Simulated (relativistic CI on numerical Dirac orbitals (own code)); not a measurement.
# Ni⁺: one ion under different settings

Aim: see what numerical and physical settings do to the SCF, the total energy and the lowest levels of Ni⁺.

The numbers are computed with relativistic CI on numerical Dirac orbitals (own code) version 3 (Dirac-Coulomb-Breit CI, KLI orbitals optimised for each configuration, model QED (radiative potential, 1s self-energy scaled to tabulated hydrogen-like ionisation energies), numerical settings as typed), except any that are marked as measured or tabulated.

## Step 1: The atom as given

- ion: Ni⁺ (Ni II)
- nuclear charge: 28
- electrons: 27
- isotope: A = 58

## Step 2: The usual input

Settings, as recorded:

```ini
atom Ni  Z=28  charge=1  electrons=27
nucleus A=58  rms_radius_fm=3.7757
hamiltonian dirac-coulomb  breit=on  qed=on  c_scale=1
orbitals kli  potential=per-configuration
slater_scale 1
correlation none
mixing on
grid step=0.0125 r_max=51.4
scf mixing=0.4 start=green max_iterations=150 tolerance=2e-08 node_fill=0.05
configurations
  [Ar] 3d9
end
```

On the command line:

```sh
$ python run_levels.py task.json out
```

The settings of every run stand in task.json; they run in order.

Main fields of the result record, rounded:

```text
{
  "status": "converged",
  "levels [i, E_cm, J2, conf, term, w_term, w_jj]": [
    [0, 0, 5, "3d9", "2D", 1, 1],
    [1, 1450.1068, 3, "3d9", "2D", 1, 1]
  ],
  "total_energy [Ha]": -1518.0504001,
  "n_levels_all": 2,
  "overlap": 2.46515e-12,
  "scf_iterations": [12],
  "orbital_energies [Ha]": {"1s": -301.754, "2s": -36.357, "2p1/2": -31.7499, "2p3/2": -31.1081, "3s": -4.49005, "3p1/2": -3.08785, "3p3/2": -3.00974, "3d3/2": -0.753445, "3d5/2": -0.745369},
  "configurations [conf, odd, states, E_av_Ha, breit_Ha, qed_Ha]": [
    ["3d9", 0, 10, -1519.051916, 0.6008, 0.4034]
  ],
  "scf_steps of the first configuration [iteration, E_Ha, residual, outer_eigenvalue_Ha]": [
    [1, -1511.62907, 1.6, -2.406],
    [2, -1518.884235, 0.29, -0.9676],
    [3, -1519.013924, 0.0991, -0.7766],
    [4, -1519.034069, 0.0916, -0.8055],
    [5, -1519.05215, 0.00963, -0.7514],
    [6, -1519.051743, 0.00251, -0.7438],
    [7, -1519.051825, 0.00137, -0.7444],
    [8, -1519.051918, 3.79e-05, -0.7454],
    [9, -1519.051914, 3.72e-05, -0.7453],
    [10, -1519.051916, 3.82e-07, -0.7454],
    [11, -1519.051916, 1.15e-07, -0.7454],
    [12, -1519.051916, 1.16e-09, -0.7454]
  ]
}
```

Run time: 0.092 s. Hardware: 1 thread, shared host.

## Step 3: Start potential bare, tolerance 1e-05

Settings: those of step 2 with these lines changed.

```diff
@@ -8,3 +8,3 @@
 grid step=0.0125 r_max=51.4
-scf mixing=0.4 start=green max_iterations=150 tolerance=2e-08 node_fill=0.05
+scf mixing=0.4 start=bare max_iterations=150 tolerance=1e-05 node_fill=0.05
 configurations
```

Result record:

```text
{
  "status": "converged",
  "levels [i, E_cm, J2, conf, term, w_term]": [
    [0, 0, 5, "3d9", "2D", 1],
    [1, 1450.0965, 3, "3d9", "2D", 1]
  ],
  "total_energy [Ha]": -1518.0504003,
  "n_levels_all": 2,
  "overlap": 2.46492e-12,
  "scf_iterations": [17],
  "orbital_energies [Ha]": {"1s": -301.754, "2s": -36.357, "2p1/2": -31.7499, "2p3/2": -31.1081, "3s": -4.49006, "3p1/2": -3.08785, "3p3/2": -3.00975, "3d3/2": -0.753449, "3d5/2": -0.745374},
  "configurations [conf, odd, states, E_av_Ha, breit_Ha, qed_Ha]": [
    ["3d9", 0, 10, -1519.051916, 0.6008, 0.4034]
  ],
  "scf_steps of the first configuration [iteration, E_Ha, residual, outer_eigenvalue_Ha]": [
    [1, -1321.492694, 8.68, -43.61],
    [2, -1459.936536, 5.2, -19.83],
    [3, -1472.460426, 4.11, -0.5771],
    [4, -1484.73371, 3.38, -0.7165],
    [5, -1518.88409, 0.164, -0.8303],
    [6, -1516.447256, 0.914, -1.273],
    [7, -1518.93243, 0.21, -0.8657],
    [8, -1519.028131, 0.0547, -0.8074],
    [9, -1519.038304, 0.0475, -0.8088],
    [10, -1519.050728, 0.0234, -0.7846],
    [11, -1519.052149, 0.0193, -0.769],
    [12, -1519.051838, 0.00438, -0.7523],
    [13, -1519.052002, 0.00156, -0.7464],
    [14, -1519.051862, 0.000869, -0.7448],
    [15, -1519.051915, 1.21e-05, -0.7454],
    [16, -1519.051915, 2.03e-05, -0.7454],
    [17, -1519.051916, 5.8e-06, -0.7454]
  ]
}
```

Run time: 0.11 s. Hardware: 1 thread, shared host.

## Step 4: Iteration limit 30

Settings: those of step 3 with these lines changed.

```diff
@@ -8,3 +8,3 @@
 grid step=0.0125 r_max=51.4
-scf mixing=0.4 start=bare max_iterations=150 tolerance=1e-05 node_fill=0.05
+scf mixing=0.4 start=green max_iterations=30 tolerance=2e-08 node_fill=0.05
 configurations
```

Result record:

```text
{
  "status": "converged",
  "levels [i, E_cm, J2, conf, term, w_term]": [
    [0, 0, 5, "3d9", "2D", 1],
    [1, 1450.1068, 3, "3d9", "2D", 1]
  ],
  "total_energy [Ha]": -1518.0504001,
  "n_levels_all": 2,
  "overlap": 2.46515e-12,
  "scf_iterations": [12],
  "orbital_energies [Ha]": {"1s": -301.754, "2s": -36.357, "2p1/2": -31.7499, "2p3/2": -31.1081, "3s": -4.49005, "3p1/2": -3.08785, "3p3/2": -3.00974, "3d3/2": -0.753445, "3d5/2": -0.745369},
  "configurations [conf, odd, states, E_av_Ha, breit_Ha, qed_Ha]": [
    ["3d9", 0, 10, -1519.051916, 0.6008, 0.4034]
  ],
  "scf_steps of the first configuration [iteration, E_Ha, residual, outer_eigenvalue_Ha]": [
    [1, -1511.62907, 1.6, -2.406],
    [2, -1518.884235, 0.29, -0.9676],
    [3, -1519.013924, 0.0991, -0.7766],
    [4, -1519.034069, 0.0916, -0.8055],
    [5, -1519.05215, 0.00963, -0.7514],
    [6, -1519.051743, 0.00251, -0.7438],
    [7, -1519.051825, 0.00137, -0.7444],
    [8, -1519.051918, 3.79e-05, -0.7454],
    [9, -1519.051914, 3.72e-05, -0.7453],
    [10, -1519.051916, 3.82e-07, -0.7454],
    [11, -1519.051916, 1.15e-07, -0.7454],
    [12, -1519.051916, 1.16e-09, -0.7454]
  ]
}
```

Run time: 0.093 s. Hardware: 1 thread, shared host.

## Step 5: Iteration limit 20, speed-of-light factor 10, grid step 0.04

Settings, as recorded:

```ini
atom Ni  Z=28  charge=1  electrons=27
nucleus A=58  rms_radius_fm=3.7757
hamiltonian dirac-coulomb  breit=on  qed=on  c_scale=10
orbitals kli  potential=per-configuration
slater_scale 1
correlation none
mixing on
grid step=0.04 r_max=51.4
scf mixing=0.4 start=green max_iterations=20 tolerance=2e-08 node_fill=0.05
configurations
  [Ar] 3d9
end
```

Result record:

```text
{
  "status": "converged",
  "levels [i, E_cm, J2, conf, term, w_term]": [
    [0, 0, 5, "3d9", "2D", 1],
    [1, 15.339149, 3, "3d9", "2D", 1]
  ],
  "total_energy [Ha]": -1506.3787349,
  "n_levels_all": 2,
  "overlap": 8.71549e-09,
  "scf_iterations": [12],
  "orbital_energies [Ha]": {"1s": -298.576, "2s": -35.6694, "2p1/2": -31.1773, "2p3/2": -31.171, "3s": -4.37891, "3p1/2": -3.00764, "3p3/2": -3.00688, "3d3/2": -0.755483, "3d5/2": -0.755402},
  "configurations [conf, odd, states, E_av_Ha, breit_Ha, qed_Ha]": [
    ["3d9", 0, 10, -1506.699196, 0.00594, 0.3145]
  ],
  "scf_steps of the first configuration [iteration, E_Ha, residual, outer_eigenvalue_Ha]": [
    [1, -1499.742554, 1.56, -2.4],
    [2, -1506.549206, 0.268, -0.985],
    [3, -1506.665376, 0.089, -0.7883],
    [4, -1506.682912, 0.0885, -0.8147],
    [5, -1506.699386, 0.00712, -0.7598],
    [6, -1506.699037, 0.00238, -0.7539],
    [7, -1506.699126, 0.00106, -0.7547],
    [8, -1506.699203, 0.000121, -0.7555],
    [9, -1506.699195, 1.69e-05, -0.7554],
    [10, -1506.699196, 4.87e-07, -0.7554],
    [11, -1506.699196, 9.35e-08, -0.7554],
    [12, -1506.699196, 1.43e-09, -0.7554]
  ]
}
```

Run time: 0.037 s. Hardware: 1 thread, shared host.

A changed speed of light describes a fictitious ion. The QED potentials keep the true α.

## Step 6: Tolerance 1e-10, Breit term off, node fill 0

Settings, as recorded:

```ini
atom Ni  Z=28  charge=1  electrons=27
nucleus A=58  rms_radius_fm=3.7757
hamiltonian dirac-coulomb  breit=off  qed=on  c_scale=1
orbitals kli  potential=per-configuration
slater_scale 1
correlation none
mixing on
grid step=0.0125 r_max=51.4
scf mixing=0.4 start=green max_iterations=150 tolerance=1e-10 node_fill=0
configurations
  [Ar] 3d9
end
```

Result record:

```text
{
  "status": "converged",
  "levels [i, E_cm, J2, conf, term, w_term]": [
    [0, 0, 5, "3d9", "2D", 1],
    [1, 1547.135, 3, "3d9", "2D", 1]
  ],
  "total_energy [Ha]": -1518.6513442,
  "n_levels_all": 2,
  "overlap": 2.51333e-12,
  "scf_iterations": [15],
  "orbital_energies [Ha]": {"1s": -301.932, "2s": -36.4193, "2p1/2": -31.8202, "2p3/2": -31.1774, "3s": -4.50272, "3p1/2": -3.10146, "3p3/2": -3.0232, "3d3/2": -0.765728, "3d5/2": -0.757578},
  "configurations [conf, odd, states, E_av_Ha, breit_Ha, qed_Ha]": [
    ["3d9", 0, 10, -1519.051988, 0, 0.4035]
  ],
  "scf_steps of the first configuration [iteration, E_Ha, residual, outer_eigenvalue_Ha]": [
    [1, -1511.62907, 1.58, -2.406],
    [2, -1518.870344, 0.285, -0.9778],
    [3, -1519.016807, 0.0969, -0.7874],
    [4, -1519.028235, 0.0888, -0.8162],
    [5, -1519.051644, 0.00834, -0.7628],
    [6, -1519.051988, 0.00231, -0.7561],
    [7, -1519.051989, 0.00115, -0.7568],
    [8, -1519.051985, 0.000289, -0.7578],
    [9, -1519.051986, 0.000207, -0.7577],
    [10, -1519.051988, 8.95e-07, -0.7576],
    [11, -1519.051988, 3.94e-07, -0.7576],
    [12, -1519.051988, 9.94e-08, -0.7576],
    [13, -1519.051988, 9.5e-09, -0.7576],
    [14, -1519.051988, 6.05e-10, -0.7576],
    [15, -1519.051988, 9.22e-11, -0.7576]
  ]
}
```

It took 0.093 s on 1 thread, shared host.

## Step 7: Speed-of-light factor 0.2

Settings, as recorded:

```ini
atom Ni  Z=28  charge=1  electrons=27
nucleus A=58  rms_radius_fm=3.7757
hamiltonian dirac-coulomb  breit=on  qed=on  c_scale=0.2
orbitals kli  potential=per-configuration
slater_scale 1
correlation none
mixing on
grid step=0.0125 r_max=51.4
scf mixing=0.4 start=green max_iterations=100 tolerance=2e-08 node_fill=0.05
configurations
  [Ar] 3d9
end
```

Result record:

```text
{
  "status": "converged",
  "levels [i, E_cm, J2, conf, term, w_term]": [
    [0, 0, 5, "3d9", "2D", 1],
    [1, 6357.4404, 3, "3d9", "2D", 1]
  ],
  "total_energy [Ha]": -2300.8085171,
  "n_levels_all": 2,
  "overlap": 1.18791e-10,
  "scf_iterations": [14],
  "orbital_energies [Ha]": {"1s": -513.756, "2s": -89.8617, "2p1/2": -75.583, "2p3/2": -25.9719, "3s": -13.5603, "3p1/2": -9.96929, "3p3/2": -2.83233, "3d3/2": -0.742694, "3d5/2": -0.6266},
  "configurations [conf, odd, states, E_av_Ha, breit_Ha, qed_Ha]": [
    ["3d9", 0, 10, -2415.634743, 34.09, 80.74]
  ],
  "scf_steps of the first configuration [iteration, E_Ha, residual, outer_eigenvalue_Ha]": [
    [1, -2318.208514, 8.14, -2.583],
    [2, -2403.40594, 2.84, -0.5538],
    [3, -2413.423277, 1.11, -0.6743],
    [4, -2415.551954, 0.0871, -0.6444],
    [5, -2415.630166, 0.0447, -0.652],
    [6, -2415.630887, 0.0276, -0.6111],
    [7, -2415.635236, 0.00239, -0.6279],
    [8, -2415.634723, 0.000378, -0.6269],
    [9, -2415.634742, 7.94e-05, -0.6267],
    [10, -2415.634742, 9.29e-06, -0.6266],
    [11, -2415.634743, 9.31e-07, -0.6266],
    [12, -2415.634743, 3.44e-07, -0.6266],
    [13, -2415.634743, 3.22e-08, -0.6266],
    [14, -2415.634743, 6.27e-09, -0.6266]
  ]
}
```

Wall time 0.1 s (1 thread, shared host).

A bad setting: its result is shown only for the comparison.

A changed speed of light describes a fictitious ion. The QED potentials keep the true α.

## Step 8: Node fill 50

Settings, as recorded:

```ini
atom Ni  Z=28  charge=1  electrons=27
nucleus A=58  rms_radius_fm=3.7757
hamiltonian dirac-coulomb  breit=on  qed=on  c_scale=1
orbitals kli  potential=per-configuration
slater_scale 1
correlation none
mixing on
grid step=0.0125 r_max=51.4
scf mixing=0.4 start=green max_iterations=60 tolerance=2e-08 node_fill=50
configurations
  [Ar] 3d9
end
```

Result record:

```text
{
  "status": "converged",
  "levels [i, E_cm, J2, conf, term, w_term]": [
    [0, 0, 5, "3d9", "2D", 1],
    [1, 2282.4627, 3, "3d9", "2D", 1]
  ],
  "total_energy [Ha]": -1517.6216857,
  "n_levels_all": 2,
  "overlap": 1.05986e-12,
  "scf_iterations": [12],
  "orbital_energies [Ha]": {"1s": -298.596, "2s": -35.3323, "2p1/2": -30.5246, "2p3/2": -29.9067, "3s": -4.24354, "3p1/2": -2.85272, "3p3/2": -2.77781, "3d3/2": -0.620728, "3d5/2": -0.613992},
  "configurations [conf, odd, states, E_av_Ha, breit_Ha, qed_Ha]": [
    ["3d9", 0, 10, -1518.604713, 0.5864, 0.4008]
  ],
  "scf_steps of the first configuration [iteration, E_Ha, residual, outer_eigenvalue_Ha]": [
    [1, -1511.62907, 1.92, -2.406],
    [2, -1518.688977, 0.35, -0.7514],
    [3, -1518.645334, 0.166, -0.6652],
    [4, -1518.664163, 0.0273, -0.6253],
    [5, -1518.601562, 0.00419, -0.6118],
    [6, -1518.599689, 0.00256, -0.6128],
    [7, -1518.602942, 0.000909, -0.6135],
    [8, -1518.605369, 0.000354, -0.6142],
    [9, -1518.604817, 5.6e-05, -0.614],
    [10, -1518.604712, 7.16e-07, -0.614],
    [11, -1518.604713, 4.82e-08, -0.614],
    [12, -1518.604713, 2.91e-09, -0.614]
  ]
}
```

Run time: 0.094 s. Hardware: 1 thread, shared host.

This setting is unsound; the numbers are not properties of the ion.

## Step 9: Comparison

| setting | total energy less usual (Ha) | largest shift of a level among the lowest eight of both runs, same label and place (cm⁻¹) | SCF iterations | time | lowest level | kind of change |
| --- | --- | --- | --- | --- | --- | --- |
| usual | 0 | 0 | 12 | 0.092 s | 3d9 2D5/2 | - |
| start potential bare, tolerance 1e-05 | -1.93e-07 | 0.0103 | 17 | 0.11 s | 3d9 2D5/2 | numerical |
| iteration limit 30 | 0 | 0 | 12 | 0.093 s | 3d9 2D5/2 | numerical |
| iteration limit 20, speed-of-light factor 10, grid step 0.04 | 11.7 | 1430 | 12 | 0.037 s | 3d9 2D5/2 | unphysical constant |
| tolerance 1e-10, Breit term off, node fill 0 | -0.601 | 97.0 | 15 | 0.093 s | 3d9 2D5/2 | model term |
| speed-of-light factor 0.2 | -783 | 4910 | 14 | 0.1 s | 3d9 2D5/2 | unsound |
| node fill 50 | 0.429 | 832 | 12 | 0.094 s | 3d9 2D5/2 | unsound |

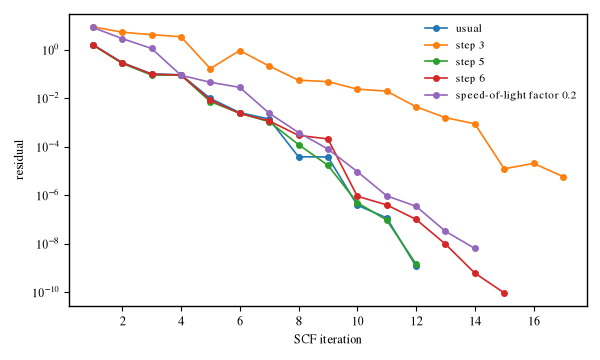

Residual of the first configuration's SCF.

## Step 10: What came out

| quantity | value |
| --- | --- |
| lowest level, usual settings | 3d9 2D5/2 |
| total energy | -1518.0504 Ha |
| first excitation | 1450.1 cm⁻¹ |

In words: Among the runs whose levels can be followed, they move most under «speed-of-light factor 0.2» (unsound), by up to 4910 cm⁻¹. No visible change in the result comes from «start potential bare, tolerance 1e-05» or «iteration limit 30». Only the listed configurations are in the model. In a near-neutral ion this small CI can misplace whole configurations by 10,000 cm⁻¹ or more.
